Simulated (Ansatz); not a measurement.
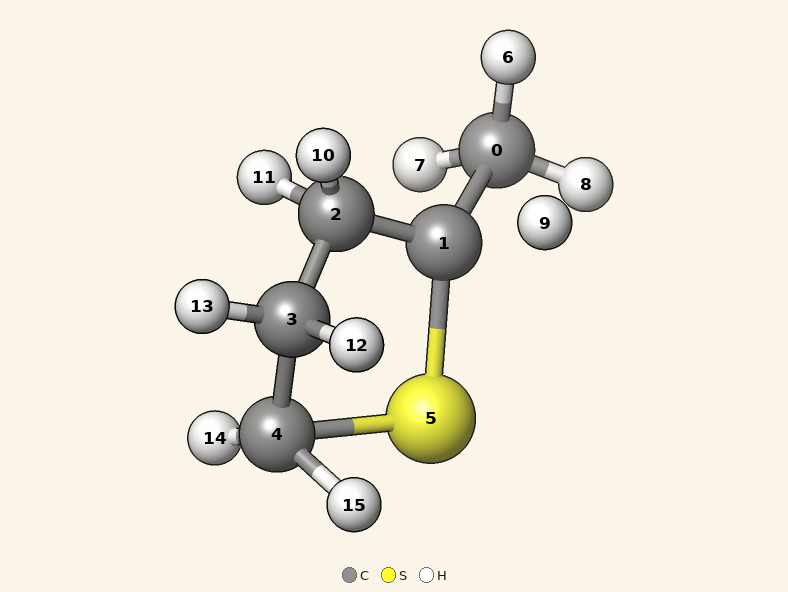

The picture shows the input geometry. Atoms are numbered from 0, in the order of the input.

The calculation was set up as follows.

```yaml
crystal:
  periodic: [false, false, false]
  atoms:
    - {symbol: C, position_ang: [1.628587, 0.068113, 1.702231]}
    - {symbol: C, position_ang: [0.635441, 0.378737, 0.341753]}
    - {symbol: C, position_ang: [0.321319, -0.646094, -0.456170]}
    - {symbol: C, position_ang: [-0.817334, -0.289166, -1.153855]}
    - {symbol: C, position_ang: [-2.032374, 0.142354, -0.404850]}
    - {symbol: S, position_ang: [-1.068009, 1.267666, 0.686140]}
    - {symbol: H, position_ang: [2.597587, -0.300135, 1.172855]}
    - {symbol: H, position_ang: [0.977248, -0.610617, 2.066438]}
    - {symbol: H, position_ang: [1.836641, 1.039582, 2.009891]}
    - {symbol: H, position_ang: [1.561378, 1.352162, -0.643434]}
    - {symbol: H, position_ang: [0.848140, -1.000355, -1.145993]}
    - {symbol: H, position_ang: [0.138667, -1.612652, 0.049856]}
    - {symbol: H, position_ang: [-0.537343, 0.611483, -2.048055]}
    - {symbol: H, position_ang: [-1.171890, -1.064422, -1.888702]}
    - {symbol: H, position_ang: [-2.507977, -0.482556, 0.045286]}
    - {symbol: H, position_ang: [-2.125710, 1.362854, -0.905027]}
basis:
  gaussian: {orbitals: cc-pVDZ}
magnetization: {spin_polarized: true, initial_magnetization: 0}
hamiltonian: {xc: {name: SPW92}}
output: {forces: true}
```

Command:

```sh
ansatz run in.yaml --threads 2 --pin off --events-out ev --progress --plain --max-ram 22528MiB --backend cpu
```

Result:

```
Functional definition: SPW92
  name "SPW92"
  cite "Dirac, Proc. Camb. Phil. Soc. 26, 376 (1930) doi:10.1017/S0305004100016108"
  cite "Slater, Phys. Rev. 81, 385 (1951) doi:10.1103/PhysRev.81.385"
  cite "Perdew & Wang, Phys. Rev. B 45, 13244 (1992) doi:10.1103/PhysRevB.45.13244"
  exchange = slater_x
  correlation = pw_c
1731 factors; their error is unknown
mean field evaluation 1: about -16065.7791 eV, gradient 6.5e1 eV
mean field evaluation 2: about -16000.6981 eV, gradient 1.2e2 eV
mean field evaluation 4: about -16086.4977 eV, gradient 1.5e1 eV
mean field evaluation 8: about -16087.6018 eV, gradient 4.1e-1 eV
mean field evaluation 16: about -16087.5402 eV, gradient 3.7e-3 eV
mean field -16087.54021169 eV, -591.2061982532 hartree, gradient 1.0e-5 eV, S^2 0.000000; 0 other end points of the search recorded, 0 dependent functions left out
the calculation of the forces begins
reference -16087.54024579 eV, -591.2061995064 hartree; 28, 28 occupied and 110, 110 virtual orbitals, 1731 factors
Total energy: -16087.54024579 eV, -591.2061995064 hartree
Atom 0 at     1.628587     0.068113     1.702231 Å, force     1.121203     1.256376    -7.432077 eV/Å
Atom 1 at     0.635441     0.378737     0.341753 Å, force     5.112707     7.247018     3.987703 eV/Å
Atom 2 at     0.321319    -0.646094    -0.456170 Å, force    -4.077538    -3.110092     4.066789 eV/Å
Atom 3 at    -0.817334    -0.289166    -1.153855 Å, force    -4.627821     1.414337    -7.576819 eV/Å
Atom 4 at    -2.032374     0.142354    -0.404850 Å, force     8.493024    12.929288    -6.901792 eV/Å
Atom 5 at    -1.068009     1.267666     0.686140 Å, force     2.299821    -0.037834     2.034005 eV/Å
Atom 6 at     2.597587    -0.300135     1.172855 Å, force    -1.299673    -0.040602     0.981542 eV/Å
Atom 7 at     0.977248    -0.610617     2.066438 Å, force    -1.974229    -2.781472     2.840492 eV/Å
Atom 8 at     1.836641     1.039582     2.009891 Å, force     0.194471     2.027683     1.861682 eV/Å
Atom 9 at     1.561378     1.352162    -0.643434 Å, force    -2.168301    -1.828911     2.284677 eV/Å
Atom 10 at     0.848140    -1.000355    -1.145993 Å, force     6.478082    -2.700312    -6.295479 eV/Å
Atom 11 at     0.138667    -1.612652     0.049856 Å, force    -0.441065    -0.386867     1.082166 eV/Å
Atom 12 at    -0.537343     0.611483    -2.048055 Å, force    -0.429750    -1.937667     2.492623 eV/Å
Atom 13 at    -1.171890    -1.064422    -1.888702 Å, force     0.292712    -0.285426     0.113277 eV/Å
Atom 14 at    -2.507977    -0.482556     0.045286 Å, force    -7.032192    -7.936644     5.762240 eV/Å
Atom 15 at    -2.125710     1.362854    -0.905027 Å, force    -1.941451    -3.828876     0.698970 eV/Å
Dipole moment:     0.044270    -0.391566    -0.180024 e Å
```

The run converged.
